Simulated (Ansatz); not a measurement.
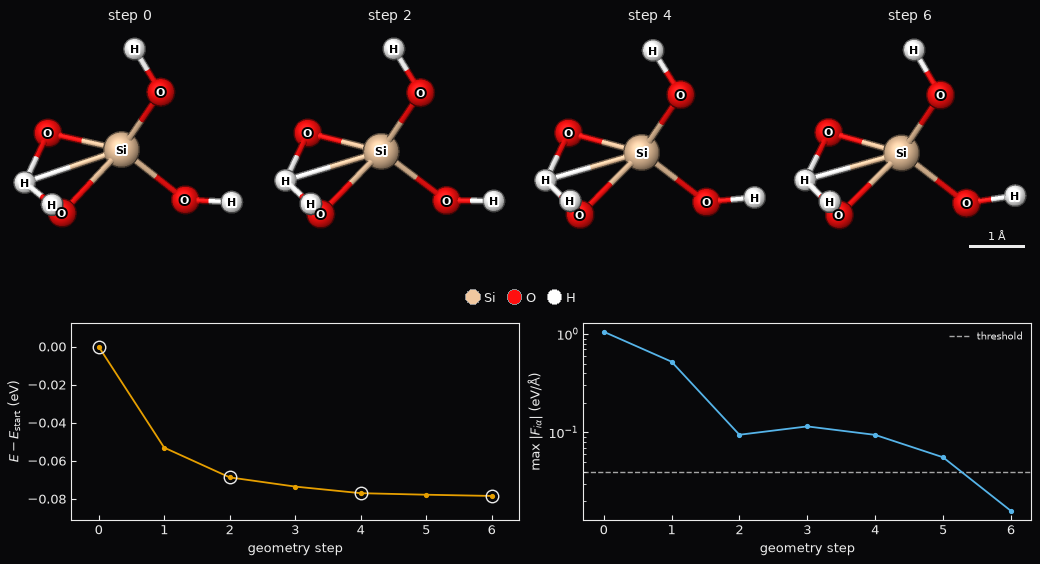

Frames of a constrained relaxation of SiH$_{4}$O$_{4}$, marked on the history of the run. Style: ball-and-stick. Shown at a tilt.

The reaction that was planned forms O2–H4 and breaks Si1–O2, O3–H4 (atoms numbered from 1 in input order).

Theory: RKS PBE0-D4/def2-SVP (Ansatz). (held fixed: the distance between atoms 2 (O) and 4 (H), the distance between atoms 1 (Si) and 2 (O), the distance between atoms 3 (O) and 4 (H), counting from 1; force threshold 0.04 eV/Å; at most 150 steps)

Q: What happens along the run?

A: The atom that moves furthest after the best rigid fit is an H atom (0.16 Å). Largest moves by element: H 0.16 Å, O 0.08 Å, Si 0.07 Å. Among the contacts that change: H–Si 1.870 → 1.827 Å, O–Si 1.561 → 1.588 Å, O–Si 1.605 → 1.630 Å, O–Si 1.628 → 1.648 Å. Bond angles that change, for instance: Si–O–H 122.1° → 117.1°, H–O–H 119.1° → 115.6°, Si–O–H 118.4° → 114.9°. Over 6 geometry steps the energy falls by 0.078 eV. Largest force component: 1.1 eV/Å at the start, 0.016 eV/Å at the end. From step 0 to 2: an H atom moves most (0.06 Å), energy −0.069 eV. From step 2 to 4: an H atom moves most (0.07 Å), energy −0.008 eV. From step 4 to 6: an H atom moves most (0.04 Å), energy −0.001 eV.
